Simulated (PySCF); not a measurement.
**One shape, several levels: NH3 (ammonia)**

Wanted: a comparison of 6 runs (B3LYP/6-31G, PBE0/6-31G, CCSDT/6-31G, NEVPT2(2,2)/6-31G, QCISD(T)/6-31G, FCI/6-31G) of NH3 (ammonia). The job is set up through a Python script.

Program for the calculation: PySCF 2.14.0.

2 further runs of the same task are left out: 2 set aside as unsound or not needed.

## Step 1: The system as given

NH3 has 4 atoms, charge 0, and is taken as a singlet. As SMILES, `N`. The N1–H2 distance was set to 2.835 Å, away from the relaxed value. At this shape a bond of the SMILES string is far longer than usual.

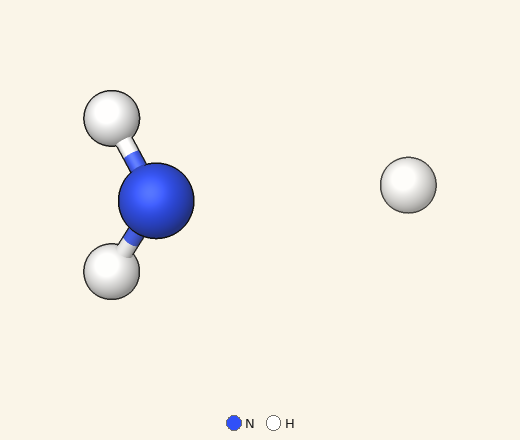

Viewed from a chosen angle; nitrogen blue, hydrogen white.

## Step 2: The energy at B3LYP/6-31G (run 1)

Input file job.py:

```python
from pyscf import gto, dft

mol = gto.M(
    atom='N -1.076312 1.220761 -1.053505; H 0.491930 -0.300470 0.753380; H -1.900112 0.677311 -1.279915; H -0.539962 1.336181 -1.904655',
    max_memory=1860,
    basis='6-31g',
    verbose=4,
)

mf = dft.RKS(mol)
mf.xc = 'b3lyp'
mf.conv_tol = 1e-10
mf.grids.level = 5
mf.kernel()
if not mf.converged:
    mf = mf.newton().run(mf.mo_coeff, mf.mo_occ)

etot = mf.e_tot
print('E = %.10f Eh' % etot)
```

Started as:

```bash
OMP_NUM_THREADS=1 python job.py
```

The log of the run:

```text
PySCF version 2.14.0

[... 80 lines left out ...]
converged SCF energy = -56.2949942119207
E = -56.2949942119 Eh
```

It took 1.9 s on 1 thread of Arm Neoverse V2, shared host; peak memory 0.16 GiB.

## Step 3: A single-point energy at PBE0/6-31G (run 2)

Input file job.py:

```python
from pyscf import gto, dft

system = gto.M(
    atom=[
    ('N', (-1.076312, 1.220761, -1.053505)),
    ('H', (0.491930, -0.300470, 0.753380)),
    ('H', (-1.900112, 0.677311, -1.279915)),
    ('H', (-0.539962, 1.336181, -1.904655)),
],
    verbose=3,
    max_memory=1860,
    basis='6-31g',
)

myscf = dft.RKS(system, xc='pbe0')
myscf.grids.level = 5
myscf.conv_tol = 1e-10
myscf.kernel()
if not myscf.converged:
    myscf = myscf.newton().run(myscf.mo_coeff, myscf.mo_occ)

etot = myscf.e_tot
print('E(%s) = %.9f' % ('PBE0', etot))
```

Started as:

```bash
OMP_NUM_THREADS=1 python job.py
```

The log of the run:

```text
converged SCF energy = -56.2119208911949
E(PBE0) = -56.211920891
```

Run time: 1.8 s. Hardware: 1 thread of Arm Neoverse V2, shared host; peak memory 0.16 GiB.

Runs 3 to 5 aren't shown in full; the table further down has their settings and results.

## Step 4: A single-point energy at FCI/6-31G (run 6)

Input file input.py:

```python
from pyscf import gto, scf, mcscf
from pyscf import fci

mol = gto.Mole()
mol.atom = '''
N     -2.033935     2.306904    -1.990836
H      0.929613    -0.567806     1.423682
H     -3.590691     1.279932    -2.418689
H     -1.020380     2.525016    -3.599276
'''
mol.verbose = 3
mol.max_memory = 1860
mol.unit = 'bohr'
mol.basis = '6-31g'
mol.build()

myscf = scf.RHF(mol)
myscf.conv_tol = 1e-10
myscf.kernel()
if not myscf.converged:
    myscf = myscf.newton().run(myscf.mo_coeff, myscf.mo_occ)

cas = mcscf.CASCI(myscf, myscf.mo_coeff.shape[-1] - 1, (mol.nelec[0] - 1, mol.nelec[1] - 1))  # full CI above the frozen core
cas.fcisolver = fci.direct_spin0.FCI(mol)  # even spin states alone
cas.kernel()
print('<S^2> = %.4f' % cas.fcisolver.spin_square(cas.ci, cas.ncas, cas.nelecas)[0])
etot = cas.e_tot
print(f'total energy: {etot:.8f} hartree')
```

Started as:

```bash
OMP_NUM_THREADS=1 python input.py
```

The log of the run:

```text
converged SCF energy = -55.860429103552
CASCI E = -56.1340248170527  E(CI) = -18.2093070151772  S^2 = 0.0000000
<S^2> = 0.0000
total energy: -56.13402482 hartree
```

Run time: 26 s. Hardware: 1 thread of Arm Neoverse V2, shared host; peak memory 0.33 GiB.

## Step 5: The series

```
run              level  integration grid  frozen core orbitals  energy (Eh)  dipole moment (D) of the reference  HOMO energy (eV)  LUMO energy (eV)  wall time
  1        B3LYP/6-31G                 5                     –   -56.294994                                2.30             -6.74             -4.86      1.9 s
  2         PBE0/6-31G                 5                     –   -56.211921                                2.29             -6.86             -4.67      1.8 s
  3        CCSDT/6-31G                 –                     1   -56.133547                                2.79             -8.23             -1.62     0.97 s
  4  NEVPT2(2,2)/6-31G                 –                     –   -56.119380                                2.79             -8.23             -1.62     0.75 s
  5     QCISD(T)/6-31G                 –                     1   -56.138387                                2.79             -8.23             -1.62     0.75 s
  6          FCI/6-31G                 –                     1   -56.134025                                2.79             -8.23             -1.62       26 s
```

## Step 6: What came out

| quantity | value |
| --- | --- |
| run 6: total energy | -56.13402 Eh |
| run 6: dipole moment (Hartree–Fock density) | 2.79 D |
| run 6: HOMO energy (Hartree–Fock orbitals) | -8.23 eV |
| run 6: LUMO energy (Hartree–Fock orbitals) | -1.62 eV |
| run 6: HOMO–LUMO gap (Hartree–Fock orbitals) | 6.61 eV |
| run 6: correlation energy (1 core orbital frozen) | -273.6 mEh |

**Reading.** Against full CI in this basis: CCSDT +0.5 mEh; QCISD(T) -4.4 mEh. Totals of different functionals can't be ranked against each other. In run 5 the T1 diagnostic is large, so a single reference may not serve. In runs 1, 2, 5 a closed-shell determinant meets a far-stretched bond, which it describes badly. All runs together took 32 s, the longest 26 s.
